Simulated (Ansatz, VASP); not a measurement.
# NiO: VASP beside Ansatz

One calculation is typed for both programs; each brings its own data sets and cutoff. How far apart do they land?

Program: Ansatz 0.2.0. Level of theory: plane waves, with VASP 6.6.1 beside it; band structure at HSE06. Results are calculated unless marked as measured.

**1. Starting point**

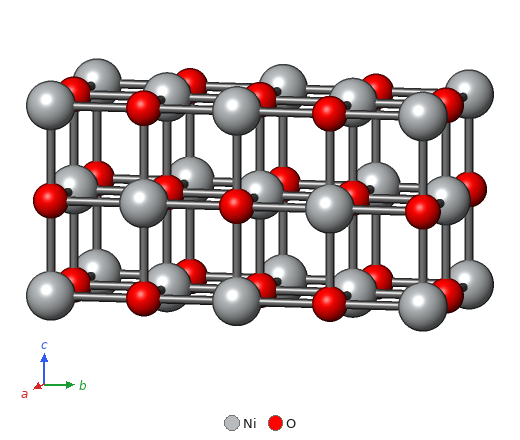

The starting structure, seen slightly off an axis (nickel light grey, oxygen red). 1×2×1 cells are drawn. This picture shows the conventional cell, with its axes. Some periodic images of atoms are drawn too.

**2. Ansatz: band structure, HSE06**

Ansatz runs on its default PAW (the set named soft_2) files.

The same path points are solved in both programs, so levels can be compared one by one.

The input, input.yaml:

```yaml
crystal:
  lattice:
    - [0.0, 2.0859016414, 2.0859016414]
    - [2.0859016414, 0.0, 2.0859016414]
    - [2.0859016414, 2.0859016414, 0.0]
  atoms:
    - { symbol: Ni, position: [0.0, 0.0, 0.0], spin: 1.0 }
    - { symbol: O, position: [0.5, 0.5, 0.5] }
hamiltonian:
  xc: { exchange: pbe, correlation: pbe, exx: { coeff: 0.25, omega: 0.2 } }
  pseudopotentials: { kind: paw }
magnetization:
  spin_polarized: true
kpoints:
  mp_grid: { grid: [6, 6, 6] }
  band_path:
    path:
      - [0.0, 0.0, 0.0]
      - [0.5, 0.0, 0.5]
      - [0.5, 0.2, 0.7]
      - [0.4, 0.35, 0.75]
      - [0.15, 0.15, 0.3]
      - [0.2, 0.2, 0.2]
      - [0.55, 0.4, 0.55]
      - [0.6, 0.25, 0.65]
      - [0.5, 0.25, 0.75]
      - [0.5, 0.5, 0.5]
      - [0.375, 0.375, 0.75]
      - [0.5, 0.0, 0.5]
    npoints: 1
scf:
  occupations: { method: gaussian, width: 0.02 }
  n_extra_bands: 9
output:
  forces: true
  stress: true
  eigenvalues: true
```

Started as:

```sh
$ ansatz run input.yaml --threads 4 --pin off --max-ram 9216MiB --backend cpu --events-out ev --progress --plain --runs-dir out
```

Numbers of over 12 decimals in the logs are rounded to 6 here.

The log of the run:

```text
Warning: output.stress: scf.convergence.dr2_threshold = 1e-7 eV (the SCF's general default) is looser than the 2e-10 eV advised for a printed stress (1e-10 eV for each atom of the cell: 2). What an SCF threshold leaves in a stress goes as its square root, and in the free energy as the threshold itself, and one threshold admits the most on a small cell: [figures from the program's tests cut] Set scf.convergence.dr2_threshold to 2e-10 eV or tighter. The threshold is an SCF's pass mark: one that does not reach it within its budget of iterations ends unconverged, or closes short of it on a stop that the run arms, and scf.convergence.dr2_threshold's page says what that costs each kind of run
Warning: output.stress: scf.exx.energy_threshold = 1e-6 eV is looser than the 2e-8 eV advised for a stress under a hybrid functional (1e-8 eV for each atom of the cell: 2). Every SCF of the exchange loop can meet its threshold on dr2 while the loop round them stops early: no threshold on dr2 bounds what that leaves in the stress. Set scf.exx.energy_threshold to 2e-8 eV or tighter. The threshold is the loop's pass mark: a loop that does not reach it within its budget of cycles ends unconverged, and scf.exx.energy_threshold's page has the law
scf.n_extra_bands = 9 over 12 filled bands (N_el = 24.0): the run solves 21 bands
Engine: ansatz 0.2.0, aarch64-unknown-linux-gnu
Pseudopotentials: kind: paw
Pseudopotential: Ni, paw, valence charge 18, recommended cutoff 420 eV (normal), Ni.paw.azcp
Pseudopotential: O, paw, valence charge 6, recommended cutoff 420 eV (normal), O.paw.azcp
Functional definition: unnamed
  parameter a_1 = 0.25
  parameter omega_1 = 0.2/angstrom
  exchange = pbe_x + (-a_1)*pbe_x_sr(omega_1) + a_1*exact_x_sr(omega_1)
  correlation = pbe_c
Crystal: 2 atoms, lattice volume = 18.151 Å³
Basis set: ecut = 420 eV, 339 PW (Γ), exchange–correlation on 40×40×40 points (8 copies of the dense FFT grid, shifted against one another)
Bands: 21, of which v1, the nominal top of the filled ones, is band 12 counted from 1 (11 counted from 0)
Symmetry: 48 space group operations
Space group: Fm-3m (ITA 225), of the structure as read, at distance tolerance 2.6e-5 Å
Magnetic group: BNS 225.116 (UNI 1618), of the structure as read, at distance tolerance 2.6e-5 Å
k-points: 16 of 216
Non-local potential: Ni, projectors of the file, l = 0: 3, l = 1: 2, l = 2: 3, l = 3: 1
Non-local potential: O, projectors of the file, l = 0: 2, l = 1: 2, l = 2: 1
PAW form: soft (Blöchl's): semilocal exchange-correlation on the pseudo side does not see the compensation charge
PAW frozen core: Ni, regenerated for the run's functional, and the local potential with it (the file was generated under x = pbe(κ = 0.804, μ = 0.219515), c = pbe(β = 0.066725))
PAW frozen core: O, regenerated for the run's functional, and the local potential with it (the file was generated under x = pbe(κ = 0.804, μ = 0.219515), c = pbe(β = 0.066725))
PAW one-centre angular grid: Ni, 590 points (default); XC on 96 Gauss nodes
PAW one-centre angular grid: O, 110 points (default); XC on 96 Gauss nodes
Initial density: superposition of atomic densities (chi_scale 0.1, normalization cell, long waves kept (reshape's long-wave potential 0.00 eV rms))
Starting moments: Σ|m| = 1 μB on 1 of 2 sites
Initial wavefunctions: pseudopotential atomic-orbital guess
Functional: x = pbe(κ = 0.804, μ = 0.219515), c = pbe(β = 0.066725), warm-up for x = pbe(κ = 0.804, μ = 0.219515) + 0.25 (exact − pbe) at short range (hse, ω = 0.2 Å⁻¹), c = pbe(β = 0.066725)
SCF iter   1: F=—  HF=-6409.270411 eV  |F-HF|=—  |Δ(HF+E_count)|=         —  Δρ=3.08e-1 (↑1.49e-1 ↓3.08e-1)  dr2=2.83e1  dr2_m=1.35e0  M=0.185 μB ∫|m|=0.191 μB  β_m=0.30  ethr=1.00e-1  ⟨swp⟩=6.2  Hψ=2203  notcnv=0
preconditioner: auto → none  [metal: Δε(μ)=0.014 eV  Ē_g=22.708 eV  σ=0.020 eV  W_gap=0.34  n_scr=8 (ndim 8)  ℏωp=34.9 eV  f_vac=0.000  D(μ)=5.09/eV (n_scr^D=112)  sad-step TF]
iter 2 solved again at ethr=1.76e-3 eV; its pass at ethr=1.00e-1 eV (dr2=4.23e-1 eV) is discarded
SCF iter   2: F=—  HF=-6405.829611 eV  |F-HF|=—  |Δ(HF+E_count)|=    3.44e0  Δρ=6.69e-2 (↑6.69e-2 ↓5.43e-2)  dr2=4.43e-1  dr2_m=1.86e-1  M=0.432 μB ∫|m|=0.433 μB  β_m=0.30  ethr=1.76e-3  ⟨swp⟩=3.6  Hψ=2858  notcnv=0  defer=12
SCF iter   3: F=—  HF=-6405.610788 eV  |F-HF|=—  |Δ(HF+E_count)|=   2.19e-1  Δρ=5.70e-2 (↑4.51e-2 ↓5.70e-2)  dr2=2.15e-1  dr2_m=3.09e-1  M=0.222 μB ∫|m|=0.245 μB  β_m=0.30  ethr=1.76e-3  ⟨swp⟩=3.4  Hψ=1534  notcnv=0  defer=1
SCF iter   4: F=—  HF=-6405.554144 eV  |F-HF|=—  |Δ(HF+E_count)|=   5.66e-2  Δρ=3.15e-2 (↑3.15e-2 ↓3.06e-2)  dr2=1.23e-3  dr2_m=1.59e-1  M=0.222 μB ∫|m|=0.236 μB  β_m=0.30  ethr=8.96e-4  ⟨swp⟩=3.1  Hψ=1554  notcnv=0  defer=1
SCF iter   5: F=—  HF=-6405.572017 eV  |F-HF|=—  |Δ(HF+E_count)|=   1.79e-2  Δρ=2.81e-2 (↑2.81e-2 ↓1.76e-2)  dr2=1.55e-2  dr2_m=8.52e-2  M=0.222 μB ∫|m|=0.230 μB  β_m=0.30  ethr=5.14e-6  ⟨swp⟩=4.1  Hψ=1970  notcnv=0  defer=1
SCF iter   6: F=—  HF=-6405.573861 eV  |F-HF|=—  |Δ(HF+E_count)|=   1.84e-3  Δρ=1.72e-2 (↑1.58e-2 ↓1.72e-2)  dr2=7.94e-4  dr2_m=4.52e-2  M=0.222 μB ∫|m|=0.227 μB  β_m=0.30  ethr=5.14e-6  ⟨swp⟩=3.6  Hψ=1918  notcnv=0
[...]
SCF iter   5: F=—  HF=-6405.201438 eV  |F-HF|=—  |Δ(HF+E_count)|=   1.60e-6  Δρ=4.60e-5 (↑2.17e-5 ↓4.60e-5)  dr2=1.56e-7  dr2_m=1.86e-7  M=2.000 μB ∫|m|=2.031 μB  β_m=0.71  ethr=9.68e-12  ⟨swp⟩=4.3  Hψ=2008  notcnv=0
SCF iter   6: F=—  HF=-6405.201438 eV  |F-HF|=—  |Δ(HF+E_count)|=   9.77e-9  Δρ=1.31e-6 (↑8.91e-7 ↓1.31e-6)  dr2=3.20e-8  dr2_m=1.15e-10  M=2.000 μB ∫|m|=2.031 μB  β_m=0.85  ethr=9.68e-12  ⟨swp⟩=3.9  Hψ=1558  notcnv=0
Mixer restart at iter 6: flushing history
SCF iter   7: F=—  HF=-6405.201438 eV  |F-HF|=—  |Δ(HF+E_count)|=   1.38e-7  Δρ=1.42e-5 (↑7.05e-6 ↓1.42e-5)  dr2=1.43e-8  dr2_m=1.80e-8  M=2.000 μB ∫|m|=2.031 μB  β_m=0.85  ethr=1.20e-12 (applied; sched 1.00e-12)  ⟨swp⟩=4.8  Hψ=1712  notcnv=0
SCF iter   8: F=—  HF=-6405.201438 eV  |F-HF|=—  |Δ(HF+E_count)|=   1.97e-8  Δρ=1.07e-5 (↑1.07e-5 ↓4.60e-6)  dr2=2.45e-8  dr2_m=2.95e-9  M=2.000 μB ∫|m|=2.031 μB  β_m=0.77  ethr=1.32e-12 (applied; sched 1.00e-12)  ⟨swp⟩=4.5  Hψ=1808  notcnv=0
SCF iter   9: F=—  HF=-6405.201438 eV  |F-HF|=—  |Δ(HF+E_count)|=   1.17e-9  Δρ=9.99e-6 (↑2.93e-6 ↓9.99e-6)  dr2=1.81e-8  dr2_m=3.55e-9  M=2.000 μB ∫|m|=2.031 μB  β_m=0.68  ethr=1.28e-12 (applied; sched 1.00e-12)  ⟨swp⟩=4.3  Hψ=1793  notcnv=0
SCF iter  10: F=-6405.201438 eV  HF=-6405.201438 eV  |F-HF|=4.97e-10  |Δ(HF+E_count)|=   4.62e-9  Δρ=1.54e-6 (↑5.71e-7 ↓1.54e-6)  dr2=5.44e-10  dr2_m=6.25e-11  M=2.000 μB ∫|m|=2.031 μB  ethr=1.19e-12 (applied; sched 1.00e-12)  ⟨swp⟩=4.0  Hψ=1644  notcnv=0
SCF 7 converged in 10 iterations: F = -6405.201438 eV  dr2 = 5.44e-10
  Residual-converged pass: ⟨swp⟩=1.6  Hψ=730  notcnv=0  max |occ|·‖R‖ = 1.1e-6 eV (tolerance 1.2e-6 eV)  dr2=5.45e-10  dr2_m=6.26e-11  dr2_onsite=7.49e-11  max |Δocc| = 0.0e0
hybrid outer 6: dexx = +1.006e-5 eV, tail = 1.11e-7 eV, magnetization grown 1.0195 times (not accepted), Δε = 1.02e-2 eV (about 1.49e-3 eV left of the loop's levels)
Exchange kernel: α = 0.2500, screened, ω = 0.2000 Å⁻¹, Wigner–Seitz truncation, v(0) = 1117.3521 eV·Å³, q-mesh 6×6×6, nearest image of the exchange supercell L = 17.70 Å, pair-density grid 12×12×12, without the augmentation charges, whose exchange is taken in its separable form by FFT convolution over the k-point mesh (sized by the pseudopotential files, 18×18×18 at the most), smooth part of the exact exchange by density-matrix convolution
Frozen-core exchange: fock
SCF iter   1: F=—  HF=-6405.201438 eV  |F-HF|=—  |Δ(HF+E_count)|=         —  Δρ=2.54e-6 (↑9.55e-7 ↓2.54e-6)  dr2=5.79e-10  dr2_m=3.80e-10  M=2.000 μB ∫|m|=2.031 μB  β_m=0.30  ethr=6.60e-10  ⟨swp⟩=4.0  Hψ=1618  notcnv=0
preconditioner: auto → none  [insulator: Δε(μ)=3.054 eV  Ē_g=25.012 eV  σ=0.020 eV  W_gap=1.00  n_scr=8 (ndim 8)  ℏωp=34.9 eV  f_vac=0.000  D(μ)=0.00/eV (n_scr^D=0)]
SCF iter   2: F=-6405.201438 eV  HF=-6405.201438 eV  |F-HF|=1.83e-10  |Δ(HF+E_count)|=  5.69e-10  Δρ=1.15e-6 (↑9.52e-7 ↓1.15e-6)  dr2=4.83e-11  dr2_m=1.64e-10  M=2.000 μB ∫|m|=2.031 μB  ethr=2.35e-12  ⟨swp⟩=3.7  Hψ=1437  notcnv=0
SCF 8 converged in 2 iterations: F = -6405.201438 eV  dr2 = 4.83e-11
  Residual-converged pass: ⟨swp⟩=2.1  Hψ=985  notcnv=0  max |occ|·‖R‖ = 1.1e-6 eV (tolerance 1.2e-6 eV)  dr2=4.83e-11  dr2_m=1.64e-10  dr2_onsite=3.31e-11  max |Δocc| = 0.0e0
hybrid outer 7: dexx = +4.035e-10 eV, tail = 1.82e-9 eV, Δε = 1.13e-4 eV (about 1.05e-4 eV left of the loop's levels), ΔF = 8.41e-30 eV/Å (tail 5.61e-30)
at 4 of the mixer's solves, all of them in the SCFs whose states led to this one, it left a direction of its history that read negative out of its fit and stepped the other way along it
NSCF: frozen V_eff on 12 k-points
this state was not tested for a lower state beside it, because the functional holds exact exchange (a hybrid, or Hartree-Fock), whose exchange loop this test does not read (fock_operator); the stability check (scf.self_checks: high) cannot read this state: a pseudopotential is PAW: the check reads norm-conserving sets alone
hybrid SCF converged: 7 outer / 58 inner (+100 warm-up), last move |dexx| = 4.03e-10 eV, tail = 1.82e-9 eV
Magnetization: 2.0000 μB (13.0000 up, 11.0000 down)
Absolute magnetization: 2.0289 μB (∫|ρ↑−ρ↓|, with the PAW one-centre terms)
Spin contamination: 0.0030 ħ² per cell (⟨S²⟩ above its minimum at these occupations)
Per-site moments (μB) at R_I (Å): [(1.725434, 0.860434), (0.239469, 0.860434)]
Free energy (F): -6405.201438 eV
Frozen-core exchange: fock
Harris-Foulkes:  -6405.201438 eV  (|F-HF|=1.83e-10)
Internal energy: -6405.201438 eV  (E = F + TS)
E sigma→0 (E₀):  -6405.201438 eV
Fermi energy:    14.507288 eV
--- Per-component energies (eV) ---
  E_band       = -405.397777
  E_kinetic    = 451.347475
  E_local      = -3989.948064  (includes V_loc(G=0)·N_el)
  E_nonlocal   = 693.996934
  E_hartree    = 1643.285596
  E_xc         = -125.175511
  E_vxc        = -159.161620  (∫ρ·V_xc dr)
  E_exx        = -117.580692  (= α·E_x^exact, valence–valence)
  E_paw        = -1706.088476  (= ΣΔE_a)
  E_vpaw       = -453.045618  (= ΣTr[D̂ρ^β])
  E_aug_tail   = 0.003184  (compensation charges beyond the density's cutoff)
  E_ewald      = -3254.798910
  E_core_change = -0.242975  (= ΣΔE_core)
  E_smearing   = -0.000000  (= −TS)
  E_closure    = -0.000000  (closes the sum)
  Σ components = -6405.201438   (vs F -6405.201438, Δ=9.09e-13)
--- Forces (eV/Å), atoms counted from 1 ---
  atom   1  Ni    -0.00000000     0.00000000    -0.00000000
  atom   2  O      0.00000000    -0.00000000    -0.00000000
  max |Σ_I F_I| component: 1.93e-29 eV/Å
--- Stress (GPa, compression-positive) ---
        3.337240      -0.000000      -0.000000
       -0.000000       3.337240      -0.000000
        0.000000      -0.000000       3.337240
  P = ⅓ Tr σ = 3.3372 GPa (33.372 kbar)
--- Band table (eV; the first three rows and the last of 32) ---
  k-point 0 ↑: bands = [... 8 lower, 8.8950, 8.8950, 10.5694, 10.5694, 10.5694, 16.6110, 32.9404, 34.0736, ... 5 higher]
  k-point 1 ↑: bands = [... 8 lower, 8.9877, 8.9877, 10.0413, 11.3953, 11.3953, 18.2784, 29.1974, 33.0100, ... 5 higher]
  k-point 2 ↑: bands = [... 8 lower, 9.3167, 9.3167, 10.2094, 12.5143, 12.5143, 20.3076, 26.2924, 30.4411, ... 5 higher]
  k-point 15 ↓: bands = [... 8 lower, 10.8304, 11.1357, 11.2138, 17.0745, 17.6136, 23.7148, 26.5375, 26.6462, ... 5 higher]
```

It took 31 s on 4 threads of Arm Neoverse V2, shared host; peak memory 0.7 GiB; 1.9 min of CPU time.

The column dr2 measures how far the density is from self-consistency, as an energy; F and HF (Harris–Foulkes) agree once it is small.

[end of part 1 of 2]

[Lines on the potential files, build, host, timing and source positions are cut from VASP's logs without a mark.]

[Logs are printed without paths, hosts, clocks, repeated set-up lines and the standing remarks that a program may print on its own settings, such as how far it seeks lower states.]

[Hosts, paths, dates, database ids (printed as entryN), source tags and the programs' standing remarks are cut or masked in the printed files.]
